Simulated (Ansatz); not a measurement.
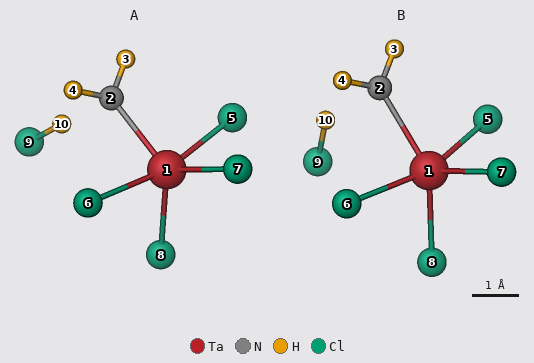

Two geometries of TaNH₃Cl₅, drawn at one scale. One is the start of a relaxation, the other its converged end. Style: ball-and-stick. Shown from a free direction.

Level of theory: RKS PBE/def2-SVP (Ansatz 0.2.0). Set-up: no spin polarisation; force threshold 0.03 eV/Å; at most 50 steps.

> Which of the two is the end point?

Structure A is the relaxed one. The run prepares an end point of a later path (reaction) calculation, from a guessed geometry. The energy falls by 4.48 kcal/mol in 8 geometry steps. Largest force component: 1.6 eV/Å at the start, 0.0033 eV/Å at the end. The largest move after the best rigid fit is that of Cl9, 0.64 Å. Largest moves by element: Cl 0.64 Å, H 0.32 Å, N 0.31 Å, Ta 0.16 Å. Some distances before and after: Ta1–N2 2.107 → 2.005 Å, Ta1–H10 3.070 → 3.133 Å, Cl9–H10 1.344 → 1.318 Å, Ta1–Cl7 2.287 → 2.309 Å. Bond angles that change, for instance: N2–Ta1–Cl8 139.6° → 120.2°, N2–Ta1–Cl7 111.2° → 121.3°, Cl7–Ta1–Cl8 109.2° → 118.5°. The run took 22 s on 4 threads of Arm Neoverse V2, with other jobs on the host, peak memory 0.26 GiB.

Limits of the set-up: the start holds two separate molecules, 2.3 Å apart at their closest, whose relative position is a soft coordinate and is computed without a dispersion correction.
